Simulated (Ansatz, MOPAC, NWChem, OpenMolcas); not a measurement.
**BHF2 (SMILES FBF): the HOMO–LUMO gap, rung by rung**

BHF2: 4 atoms, total charge 0, spin state singlet. SMILES: `FBF`. The shape is that of a PBE0-D4/def2-TZVP optimisation.

Each level gives the HOMO–LUMO gap (eV). The values are calculated.

```csv
level,kind,program,value (eV)
MNDO,semi-empirical,MOPAC,15.30
HF/def2-TZVPP,Hartree–Fock,Ansatz,18.12
SVWN5/def2-TZVPP,LDA,Ansatz,7.52
PBE/def2-TZVPP,GGA,Ansatz,7.74
TPSS/def2-TZVPP,meta-GGA,OpenMolcas,8.20
r2SCAN0/def2-TZVPP,hybrid meta-GGA,Ansatz,11.13
wB97X/def2-TZVPP,range-separated hybrid,NWChem,15.45
B2PLYP/def2-TZVPP,double hybrid,OpenMolcas,13.51
```

The values span 7.52 to 18.12 eV. Orbital gaps aren't excitation energies, and those of double hybrids come from the SCF part alone; they tend to grow with the share of exact exchange.

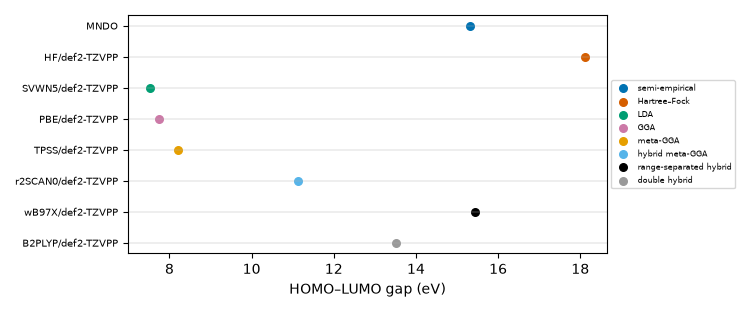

The values of the table, level by level.
